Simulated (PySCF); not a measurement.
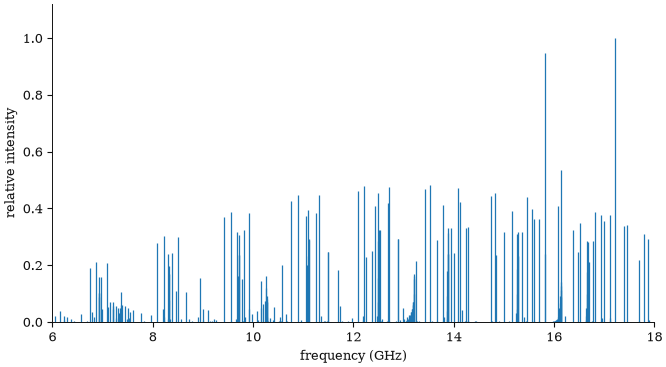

Simulated rotational absorption lines between 6 and 18 GHz at 2 K: rigid rotor with the equilibrium constants and dipole of one optimised conformer (PBE0-D3(BJ)/def2-SVP, PySCF 2.14.0), commonest isotopes; no centrifugal distortion, hyperfine structure, internal rotation or nuclear-spin weights; lines within 1 MHz of each other are summed.

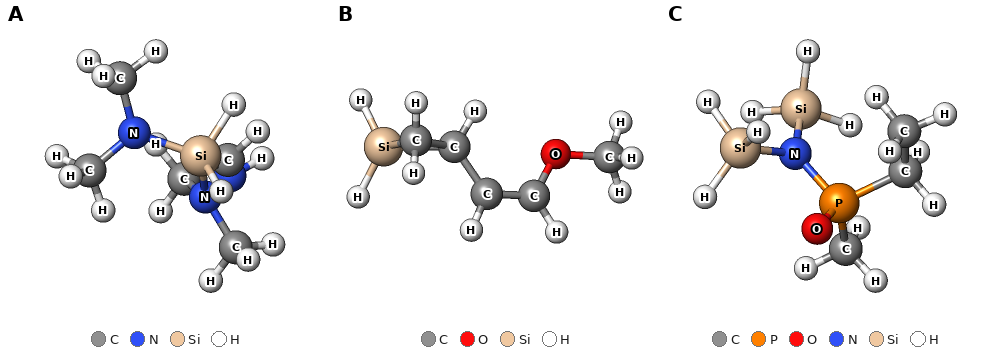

Question: Which molecule gives this spectrum? Choose among the lettered structures.

Answer: Structure A, C₅H₁₅N₃Si. Rotational constants A, B, C = 2.161, 0.7283, 0.6572 GHz, |μa|, |μb|, |μc| = 0.92, 0.07, 0.82 D.

Note: coarse grid, loose stop and no frequency check, small forces are noise and the end may be a saddle.
